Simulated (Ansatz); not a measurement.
NbTl₄ (space group Im-3m, No. 229): the geometry relaxed with DFT PBE, scalar-relativistic, plane waves, PAW (Ansatz 0.2.0); the starting structure was generated, so it need not be a known form of this composition.

```
CELL_PARAMETERS angstrom
6.72681 0.00000 0.00000
0.00000 6.72681 0.00000
0.00000 0.00000 6.72681
ATOMIC_POSITIONS crystal
Nb 0.00000 0.00000 0.00000
Tl 0.25000 0.25000 0.75000
Tl 0.75000 0.25000 0.25000
Tl 0.25000 0.25000 0.25000
Tl 0.25000 0.75000 0.25000
Nb 0.50000 0.50000 0.50000
Tl 0.75000 0.75000 0.25000
Tl 0.25000 0.75000 0.75000
Tl 0.75000 0.75000 0.75000
Tl 0.75000 0.25000 0.75000
```

Bonds are taken as Nb–Tl below 3.3 Å. The graph is simplified in the usual way: terminal and isolated atoms are pruned, two-connected atoms become edges.

What net does this leave?

The result is a uninodal 8-connected, three-periodic net: Nb is an 8-connected node. Tl becomes part of the edges. It is the bcu net, known from CsCl and the body-centred cubic metals. It is a single net, without interpenetration.

| node | links | point symbol | coordination sequence |
| --- | --- | --- | --- |
| Nb | 8 | 4²⁴·6⁴ | 8 26 56 98 |

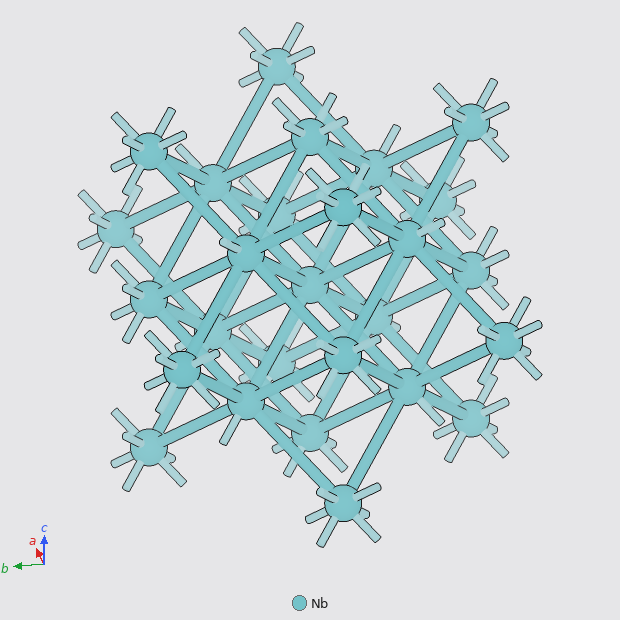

Nodes are coloured by element. Short stubs are edges that leave the cut-out.
